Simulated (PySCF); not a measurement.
**Run report: AlB, geometry relaxation (part 1 of 2)**

The run: geometry relaxation of AlB, multiplicity 3. Method and program: ROKS-wb97x/lanl2dz, optimize (PySCF 2.14.0).

Figures and captions count atoms from 1; the log counts them from 0 in places.

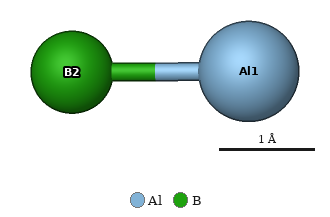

**Figure 1.** The starting structure (ball-and-stick view, seen on its broad side; atoms are numbered from 1 in the order of the input). Sticks mark near contacts. Bond lengths as drawn: Al–B 1.87 Å.

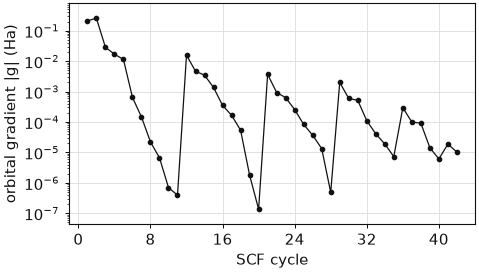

**Figure 2.** Convergence of the self-consistent field: orbital gradient |g| against the SCF cycle. All cycles printed in the log are drawn one after another.

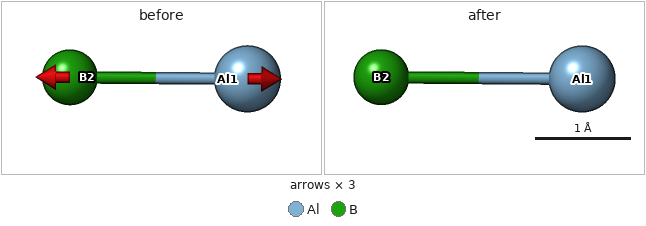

**Figure 3.** Before (left) and after (right) the relaxation, at one scale (ball-and-stick view, seen at a tilt). The red arrows give the displacements, magnified 3 times. The largest moves after the best rigid fit, 0.12 Å, are those of Al1 and B2. By element the largest moves are Al 0.12 Å, B 0.12 Å. Among the contacts that change: Al1–B2 1.869 → 2.114 Å. (Atoms are counted from 1 in the order of the input.)

The input that produced these results follows, with the program's output.

**Input file**
```python
from pyscf import gto, dft
from pyscf.geomopt.geometric_solver import optimize

mol = gto.M(
    atom='Al 0 0 0; B 0 0 1.869',
    basis='lanl2dz',
    ecp={'Al': 'lanl2dz'},
    charge=0,
    spin=2,
    symmetry=True,
    verbose=4,
)
mf = dft.ROKS(mol, xc='wb97x')
mf.kernel()
g = mf.nuc_grad_method()
g.grid_response = True
mol_eq = optimize(g.as_scanner(), maxsteps=30)
print('optimised geometry (angstrom)')
print(mol_eq.tostring('raw'))
print('orbital energies (hartree):', mf.mo_energy[..., max(0, mol.nelec[1]-3):mol.nelec[0]+3].round(4))
```

Launched with:
```bash
OMP_NUM_THREADS=1 python input.py
```

**Log**
```
PySCF version 2.14.0

[INPUT] verbose = 4
[INPUT] num. atoms = 2
[INPUT] num. electrons = 8
[INPUT] charge = 0
[INPUT] spin (= nelec alpha-beta = 2S) = 2
[INPUT] symmetry True subgroup None
[INPUT] Mole.unit = angstrom
[INPUT] Symbol           X                Y                Z      unit          X                Y                Z       unit  Magmom
[INPUT]  1 Al     0.000000000000   0.000000000000   0.000000000000 AA    0.000000000000   0.000000000000   0.000000000000 Bohr   0.0
[INPUT]  2 B      0.000000000000   0.000000000000   1.869000000000 AA    0.000000000000   0.000000000000   3.531898126812 Bohr   0.0

nuclear repulsion = 4.24700811332263
point group symmetry = Coov
symmetry origin: [0.         0.         0.98108281]
symmetry axis x: [1. 0. 0.]
symmetry axis y: [0. 1. 0.]
symmetry axis z: [0. 0. 1.]
num. orbitals of irrep A1 = 9
num. orbitals of irrep E1x = 4
num. orbitals of irrep E1y = 4
number of shells = 9
number of NR pGTOs = 37
number of NR cGTOs = 17
basis = lanl2dz
ecp = {'Al': 'lanl2dz'}

******** <class 'pyscf.dft.rks_symm.SymAdaptedROKS'> ********
method = SymAdaptedROKS
initial guess = minao
damping factor = 0
level_shift factor = 0
DIIS = <class 'pyscf.scf.diis.CDIIS'>
diis_start_cycle = 1
diis_space = 8
diis_damp = 0
SCF conv_tol = 1e-09
SCF conv_tol_grad = None
SCF max_cycles = 50
direct_scf = True
direct_scf_tol = 1e-13
num. doubly occ = 3  num. singly occ = 2
XC library pyscf.dft.libxc version 7.0.0
    S. Lehtola, C. Steigemann, M. J.T. Oliveira, and M. A.L. Marques.,  SoftwareX 7, 1–5 (2018)
XC functionals = wb97x
    J.-D. Chai and M. Head-Gordon.,  J. Chem. Phys. 128, 084106 (2008)
radial grids:
    Treutler-Ahlrichs [JCP 102, 346 (1995); DOI:10.1063/1.469408] (M4) radial grids

becke partition: Becke, JCP 88, 2547 (1988); DOI:10.1063/1.454033
pruning grids: <function nwchem_prune>
grids dens level: 3
symmetrized grids: True
atomic radii adjust function: <function treutler_atomic_radii_adjust>
small_rho_cutoff = 0
Freeze 0 electrons in irreps []
    8 free electrons in irreps A1 E1x E1y
Set gradient conv threshold to 3.16228e-05
tot grids = 33232
init E= -25.9804661416738
HOMO (E1y) = -0.0631988683286213  LUMO (A1) = -0.0252855208859151
cycle= 1 E= -26.5502729547973  delta_E= -0.57  |g|= 0.21  |ddm|= 1.52
HOMO (E1y) = -0.150021955260996  LUMO (A1) = -0.0403562264084023
cycle= 2 E= -26.5477216710636  delta_E= 0.00255  |g|= 0.258  |ddm|= 0.658
HOMO (E1y) = -0.174563102913635  LUMO (A1) = -0.0640727024506544
cycle= 3 E= -26.6027093053227  delta_E= -0.055  |g|= 0.0286  |ddm|= 0.348
HOMO (E1y) = -0.159702125095901  LUMO (A1) = -0.0471557097259034
cycle= 4 E= -26.6039753373716  delta_E= -0.00127  |g|= 0.0169  |ddm|= 0.0641
HOMO (E1y) = -0.160812855792518  LUMO (A1) = -0.0469291471212565
cycle= 5 E= -26.6045800243825  delta_E= -0.000605  |g|= 0.0114  |ddm|= 0.0476
HOMO (E1y) = -0.158546445368791  LUMO (A1) = -0.0438796274763114
cycle= 6 E= -26.6048897382148  delta_E= -0.00031  |g|= 0.000646  |ddm|= 0.0605
HOMO (E1y) = -0.158716680334578  LUMO (A1) = -0.0441779410050072
cycle= 7 E= -26.6048902050773  delta_E= -4.67e-07  |g|= 0.000146  |ddm|= 0.00291
HOMO (E1y) = -0.158693755618886  LUMO (A1) = -0.044094783605868
cycle= 8 E= -26.6048902848527  delta_E= -7.98e-08  |g|= 2.22e-05  |ddm|= 0.00118
HOMO (E1y) = -0.158680852157634  LUMO (A1) = -0.0440953850226302
cycle= 9 E= -26.6048902868337  delta_E= -1.98e-09  |g|= 6.67e-06  |ddm|= 0.000212
HOMO (E1y) = -0.158682914203459  LUMO (A1) = -0.0440932559780571
cycle= 10 E= -26.604890286928  delta_E= -9.43e-11  |g|= 7.02e-07  |ddm|= 4.15e-05
HOMO (E1y) = -0.158682805685471  LUMO (A1) = -0.0440932667987686
Extra cycle  E= -26.6048902869283  delta_E= -3.48e-13  |g|= 3.44e-07  |ddm|= 2.29e-06
converged SCF energy = -26.6048902869283
Create scanner for <class 'pyscf.grad.roks.Gradients'>
Create scanner for <class 'pyscf.dft.rks_symm.SymAdaptedROKS'>
input.py

Current date and time:

#|     Arguments passed to driver run_optimizer():      |#
customengine              <pyscf.geomopt.geometric_solver.PySCFEngine object>
logIni                    [file]
maxiter                   30
----------------------------------------------------------
Custom engine selected.
Bonds will be generated from interatomic distances less than 1.20 times sum of covalent radii
6 internal coordinates being used (instead of 6 Cartesians)
Internal coordinate system (atoms numbered from 1):
Distance 1-2
Translation-X 1-2
Translation-Y 1-2
Translation-Z 1-2
Rotation-A 1-2
Rotation-B 1-2
Rotation-C 1-2
<class 'geometric.internal.Distance'> : 1
<class 'geometric.internal.TranslationX'> : 1
<class 'geometric.internal.TranslationY'> : 1
<class 'geometric.internal.TranslationZ'> : 1
<class 'geometric.internal.RotationA'> : 1
<class 'geometric.internal.RotationB'> : 1
<class 'geometric.internal.RotationC'> : 1
> ===== Optimization Info: ====
> Job type: Energy minimization
> Maximum number of optimization cycles: 30
> Initial / maximum trust radius (Angstrom): 0.100 / 0.300
> Convergence Criteria:
> Will converge when all 5 criteria are reached:
>  |Delta-E| < 1.00e-06
>  RMS-Grad  < 3.00e-04
>  Max-Grad  < 4.50e-04
>  RMS-Disp  < 1.20e-03
>  Max-Disp  < 1.80e-03
> === End Optimization Info ===

Geometry optimization cycle 1
Cartesian coordinates (Angstrom)
 Atom        New coordinates             dX        dY        dZ
  Al   0.000000   0.000000   0.000000    0.000000  0.000000  0.000000
   B   0.000000   0.000000   1.869000    0.000000  0.000000  0.000000

WARN: Mole.unit (angstrom) is changed to Bohr

New geometry
   1 Al     0.000000000000   0.000000000000   0.000000000000 AA    0.000000000000   0.000000000000   0.000000000000 Bohr
   2 B      0.000000000000   0.000000000000   1.869000000000 AA    0.000000000000   0.000000000000   3.531898126812 Bohr

******** <class 'pyscf.scf.hf.SymAdaptedROKS_Scanner'> ********
method = SymAdaptedROKS_Scanner
initial guess = minao
damping factor = 0
level_shift factor = 0
DIIS = <class 'pyscf.scf.diis.CDIIS'>
diis_start_cycle = 1
diis_space = 8
diis_damp = 0
SCF conv_tol = 1e-09
SCF conv_tol_grad = None
SCF max_cycles = 50
direct_scf = True
direct_scf_tol = 1e-13
num. doubly occ = 3  num. singly occ = 2
XC library pyscf.dft.libxc version 7.0.0
    S. Lehtola, C. Steigemann, M. J.T. Oliveira, and M. A.L. Marques.,  SoftwareX 7, 1–5 (2018)
XC functionals = wb97x
    J.-D. Chai and M. Head-Gordon.,  J. Chem. Phys. 128, 084106 (2008)
radial grids:
    Treutler-Ahlrichs [JCP 102, 346 (1995); DOI:10.1063/1.469408] (M4) radial grids

becke partition: Becke, JCP 88, 2547 (1988); DOI:10.1063/1.454033
pruning grids: <function nwchem_prune>
grids dens level: 3
symmetrized grids: True
atomic radii adjust function: <function treutler_atomic_radii_adjust>
small_rho_cutoff = 0
Freeze 0 electrons in irreps []
    8 free electrons in irreps A1 E1x E1y
Set gradient conv threshold to 3.16228e-05
tot grids = 33232
init E= -26.6048902869283
HOMO (E1y) = -0.158682651202652  LUMO (A1) = -0.0440931233247102
cycle= 1 E= -26.6048902869284  delta_E= -2.49e-14  |g|= 3.93e-07  |ddm|= 1.23e-06
HOMO (E1y) = -0.158682851544877  LUMO (A1) = -0.0440932658528963
Extra cycle  E= -26.6048902869283  delta_E= 4.97e-14  |g|= 4.42e-07  |ddm|= 1.17e-06
converged SCF energy = -26.6048902869283

******** <class 'pyscf.grad.rhf.Gradients_Scanner'> for <class 'pyscf.scf.hf.SymAdaptedROKS_Scanner'> ********
unit = Eh/Bohr
grid_response = True
--------------- SymAdaptedROKS_Scanner gradients ---------------
         x                y                z
0 Al     0.0000000000     0.0000000000     0.0695906760
1 B     0.0000000000     0.0000000000    -0.0695906760
----------------------------------------------
cycle 1: E = -26.6048902869  dE = -26.6049  norm(grad) = 0.0984161
Step    0 : Gradient = 6.959e-02/6.959e-02 (rms/max) Energy = -26.6048902869
Hessian Eigenvalues: 5.00000e-02 5.00000e-02 5.00000e-02 ... 5.00000e-02 5.00000e-02 2.13563e-01

Geometry optimization cycle 2
Cartesian coordinates (Angstrom)
 Atom        New coordinates             dX        dY        dZ
  Al   0.000000   0.000000  -0.086217    0.000000  0.000000 -0.086217
   B   0.000000   0.000000   1.955217    0.000000  0.000000  0.086217
New geometry
   1 Al     0.000000000000   0.000000000000  -0.086217462258 AA    0.000000000000   0.000000000000  -0.162927390823 Bohr
   2 B      0.000000000000   0.000000000000   1.955217462258 AA    0.000000000000   0.000000000000   3.694825517635 Bohr

******** <class 'pyscf.scf.hf.SymAdaptedROKS_Scanner'> ********
method = SymAdaptedROKS_Scanner
initial guess = minao
damping factor = 0
level_shift factor = 0
DIIS = <class 'pyscf.scf.diis.CDIIS'>
diis_start_cycle = 1
diis_space = 8
diis_damp = 0
SCF conv_tol = 1e-09
SCF conv_tol_grad = None
SCF max_cycles = 50
direct_scf = True
direct_scf_tol = 1e-13
num. doubly occ = 3  num. singly occ = 2
XC library pyscf.dft.libxc version 7.0.0
    S. Lehtola, C. Steigemann, M. J.T. Oliveira, and M. A.L. Marques.,  SoftwareX 7, 1–5 (2018)
XC functionals = wb97x
    J.-D. Chai and M. Head-Gordon.,  J. Chem. Phys. 128, 084106 (2008)
radial grids:
    Treutler-Ahlrichs [JCP 102, 346 (1995); DOI:10.1063/1.469408] (M4) radial grids

becke partition: Becke, JCP 88, 2547 (1988); DOI:10.1063/1.454033
pruning grids: <function nwchem_prune>
grids dens level: 3
symmetrized grids: True
atomic radii adjust function: <function treutler_atomic_radii_adjust>
small_rho_cutoff = 0
Freeze 0 electrons in irreps []
    8 free electrons in irreps A1 E1x E1y
Set gradient conv threshold to 3.16228e-05
tot grids = 33232
init E= -26.5814055170055
HOMO (E1y) = -0.161218686677231  LUMO (A1) = -0.0565410233834767
cycle= 1 E= -26.6173508123826  delta_E= -0.0359  |g|= 0.0157  |ddm|= 0.105
HOMO (E1y) = -0.147543764878827  LUMO (A1) = -0.0462219959987662
cycle= 2 E= -26.6175345724705  delta_E= -0.000184  |g|= 0.00464  |ddm|= 0.0211
HOMO (E1y) = -0.14780729026052  LUMO (A1) = -0.0458205356234505
cycle= 3 E= -26.6175457075705  delta_E= -1.11e-05  |g|= 0.00344  |ddm|= 0.0108
HOMO (E1y) = -0.148909052111154  LUMO (A1) = -0.0464461635150863
cycle= 4 E= -26.6175563555138  delta_E= -1.06e-05  |g|= 0.00136  |ddm|= 0.00703
HOMO (E1y) = -0.148458996066348  LUMO (A1) = -0.0459768279166459
cycle= 5 E= -26.6175582895105  delta_E= -1.93e-06  |g|= 0.000351  |ddm|= 0.0032
HOMO (E1y) = -0.148426329123317  LUMO (A1) = -0.0459222171109053
cycle= 6 E= -26.6175585608005  delta_E= -2.71e-07  |g|= 0.000166  |ddm|= 0.00139
HOMO (E1y) = -0.148384661336855  LUMO (A1) = -0.0458796171405265
cycle= 7 E= -26.6175586288647  delta_E= -6.81e-08  |g|= 5.37e-05  |ddm|= 0.000746
HOMO (E1y) = -0.148371292590466  LUMO (A1) = -0.0458686663096666
cycle= 8 E= -26.617558632994  delta_E= -4.13e-09  |g|= 1.79e-06  |ddm|= 0.000211
HOMO (E1y) = -0.148371283529119  LUMO (A1) = -0.0458688927138913
cycle= 9 E= -26.6175586329974  delta_E= -3.37e-12  |g|= 1.36e-07  |ddm|= 7.69e-06
HOMO (E1y) = -0.148371294707469  LUMO (A1) = -0.0458689014480571
Extra cycle  E= -26.6175586329973  delta_E= 3.91e-14  |g|= 4.84e-08  |ddm|= 3.57e-07
converged SCF energy = -26.6175586329973

******** <class 'pyscf.grad.rhf.Gradients_Scanner'> for <class 'pyscf.scf.hf.SymAdaptedROKS_Scanner'> ********
unit = Eh/Bohr
grid_response = True
--------------- SymAdaptedROKS_Scanner gradients ---------------
         x                y                z
0 Al     0.0000000000     0.0000000000     0.0142267618
1 B     0.0000000000     0.0000000000    -0.0142267618
----------------------------------------------
cycle 2: E = -26.617558633  dE = -0.0126683  norm(grad) = 0.0201197
Step    1 : Displace = 8.622e-02/8.622e-02 (rms/max) Trust = 1.000e-01 (=) Grad = 1.423e-02/1.423e-02 (rms/max) E (change) = -26.6175586330 (-1.267e-02) Quality = 1.117
Hessian Eigenvalues: 5.00000e-02 5.00000e-02 5.00000e-02 ... 5.00000e-02 5.00000e-02 1.69904e-01

Geometry optimization cycle 3
Cartesian coordinates (Angstrom)
 Atom        New coordinates             dX        dY        dZ
  Al   0.000000   0.000000  -0.108373    0.000000  0.000000 -0.022155
   B   0.000000   0.000000   1.977373    0.000000  0.000000  0.022155
New geometry
   1 Al     0.000000000000   0.000000000000  -0.108372602862 AA    0.000000000000   0.000000000000  -0.204794538815 Bohr
   2 B      0.000000000000   0.000000000000   1.977372602862 AA    0.000000000000   0.000000000000   3.736692665628 Bohr
```
